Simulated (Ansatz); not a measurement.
# AlNH3 (SMILES [NH2][AlH]) at UCCSDT(Q)/STO-3G

Aim: the vertical ionisation energy of AlNH3 at UCCSDT(Q)/STO-3G, from 2 runs. 

The results are computed with Ansatz 0.2.0.

52 further runs of the same task are left out: 52 set aside as unsound or not needed.

### Step 1. Starting point

AlNH3: 5 atoms, total charge 0, spin state doublet. As SMILES, `[NH2][AlH]`. Geometry: relaxed at PBE0-D4/def2-TZVP. This is one conformer, not always the lowest.

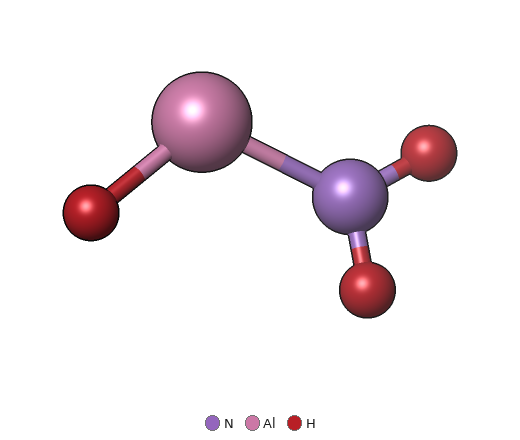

The structure, seen from a chosen angle (nitrogen purple, aluminium pink, hydrogen red).

### Step 2. A single-point energy at UCCSDT(Q)/STO-3G

run.yaml

```yaml
crystal:
  periodic: [false, false, false]
  atoms:
    - {symbol: N, position_ang: [-0.116600, -0.660800, 0.175100]}
    - {symbol: Al, position_ang: [0.836600, 0.833900, 0.120800]}
    - {symbol: H, position_ang: [0.148500, -1.505300, 0.655500]}
    - {symbol: H, position_ang: [-1.010300, -0.782800, -0.277400]}
    - {symbol: H, position_ang: [0.191800, 2.041400, -0.715400]}
basis:
  gaussian:
    orbitals: STO-3G
magnetization:
  spin_polarized: true
  initial_magnetization: 1
correlation:
  method: ccsdt_q
  frozen_orbitals: {Al: 5, H: 0, "N": 1}
accuracy: high
scf:
  omitted_lower_state_checks: [cluster_reference, increment]
```

Launch:

```console
ansatz run run.yaml --threads 1 --pin off --max-ram 2610MiB --events-out events.jsonl --progress --plain --runs-dir runs
```

What it wrote, cut to the lines that bear on the results:

```text
Warning: RAYON_NUM_THREADS=1 ignored (pool sized by the plan → 1); use --threads N
Functional definition: HF
  name "HF"
[...]
288 factors; integrals over basis functions are off by at most 1.1e-8 eV
[...]
mean field -8012.22239226 eV, -294.4437420362 hartree, gradient 9.0e-8 eV, S^2 0.756016; 0 other end points of the search recorded, 0 dependent functions left out
6 core orbitals not correlated: weight in the atoms' cores, before any rotation towards them, 1.000 or more for the frozen orbitals, at most 0.000 for the correlated occupied ones
reference -8012.22239226 eV, -294.4437420362 hartree; 6, 5 occupied and 5, 6 virtual orbitals, 288 factors
second order -1.76553197 eV of doubles, -0.00000000 eV of singles
cycle   1  -2.12348272 eV  change   -3.6e-1 eV  update   7.0e-2
[...]
cycle  26  -2.43878465 eV  change    1.1e-9 eV  update  8.5e-10
perturbative correction 0.00055947 eV, 0.0000205602 hartree
Total energy: -8014.66061744 eV, -294.5333451589 hartree
Checks for a lower state left out: cluster_reference, increment
```

Wall time 0.93 s (1 thread of Intel Xeon Platinum 8259CL at 2.50GHz (Skylake/Cascade Lake), shared host).

### Step 3. The singlet cation at the same level

input.yaml

```yaml
crystal:
  periodic: [false, false, false]
  atoms:
    - {symbol: "N", position_ang: [-0.116600, -0.660800, 0.175100]}
    - {symbol: Al, position_ang: [0.836600, 0.833900, 0.120800]}
    - {symbol: H, position_ang: [0.148500, -1.505300, 0.655500]}
    - {symbol: H, position_ang: [-1.010300, -0.782800, -0.277400]}
    - {symbol: H, position_ang: [0.191800, 2.041400, -0.715400]}
basis:
  gaussian:
    orbitals: STO-3G
total_charge: 1
magnetization:
  spin_polarized: false
correlation:
  method: ccsdt_q
  frozen_orbitals: {Al: 5, H: 0, "N": 1}
accuracy: high
scf:
  omitted_lower_state_checks: [cluster_reference, increment]
```

Launch:

```console
ansatz run input.yaml --threads 1 --pin off --max-ram 2610MiB --events-out events.jsonl --progress --plain --runs-dir runs
```

What it wrote, cut to the lines that bear on the results:

```text
Warning: RAYON_NUM_THREADS=1 ignored (pool sized by the plan → 1); use --threads N
[... 2 set-up lines as earlier in the session ...]
[...]
287 factors; integrals over basis functions are off by at most 1.1e-8 eV
[...]
mean field -8008.12313435 eV, -294.2930970865 hartree, gradient 1.3e-8 eV, S^2 0.000000; 0 other end points of the search recorded, 0 dependent functions left out
6 core orbitals not correlated: weight in the atoms' cores, before any rotation towards them, 0.999 or more for the frozen orbitals, at most 0.000 for the correlated occupied ones
reference -8008.12313435 eV, -294.2930970865 hartree; 5, 5 occupied and 6, 6 virtual orbitals, 287 factors
second order -2.19511745 eV of doubles, -0.00000000 eV of singles
cycle   1  -2.57132244 eV  change   -3.8e-1 eV  update   1.0e-1
[...]
cycle  32  -3.04877754 eV  change  -2.8e-10 eV  update  7.8e-10
perturbative correction 0.00132718 eV, 0.0000487728 hartree
Total energy: -8011.17058471 eV, -294.4050888216 hartree
Checks for a lower state left out: cluster_reference, increment
```

Run time: 0.3 s. Hardware: 1 thread of Intel Xeon Platinum 8259CL at 2.50GHz (Skylake/Cascade Lake), shared host.

### Step 4. Summary of results

Level: UCCSDT(Q)/STO-3G, 6 core orbitals frozen.

| quantity | value |
| --- | --- |
| doublet AlNH3: total energy | -294.53335 Eh |
| doublet AlNH3: correlation energy (6 core orbitals frozen) | -89.6 mEh |
| doublet AlNH3: ⟨S²⟩ of the reference determinant | 0.756 |
| doublet AlNH3: T1 diagnostic | 0.018 |
| singlet cation: total energy | -294.40509 Eh |
| singlet cation: correlation energy (6 core orbitals frozen) | -112.0 mEh |
| singlet cation: T1 diagnostic | 0.030 |
| vertical ionisation energy (to the singlet cation) | 3.490 eV |

In words: The vertical ionisation energy comes to 3.49 eV (80 kcal/mol). Only the singlet of the ionised species was computed; a triplet could lie lower. In a minimal basis such a difference can be off by several eV, whatever the method. The T1 diagnostic (singlet cation) of 0.030 is above the customary mark for such species, so a single reference may not serve.
